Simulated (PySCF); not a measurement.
Vertical excitations of a molecule C2H6N2OSi from TDDFT-B3LYP/def2-SVPD in PySCF, as energy in eV (oscillator strength): 5.40 (0.003), 6.27 (0.045), 6.58 (0.043), 6.65 (0.043), 6.90 (0.021), 7.01 (0.012), 7.14 (0.031), 7.21 (0.015), 7.32 (0.006), 7.44 (0.004). Lowest triplet (TDA): 4.94 eV. Geometry optimised at B3LYP-D3(BJ)/def2-SVP. The values are those of a single conformer.

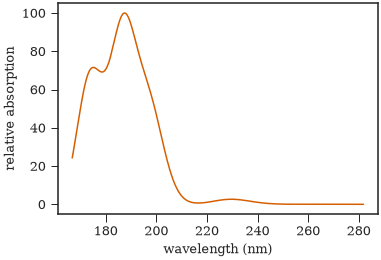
Fig. 1. The lines broadened by 0.4 eV.

Problem. Pick the molecule that these values belong to.
(A) N[SiH2][C@H]1N=CO1
(B) C[Si@@]1(N)N=CO1
(C) N[Si@@H]1COC=N1
(D) N[Si@H]1C=NCO1

Solution. C, N[Si@@H]1COC=N1
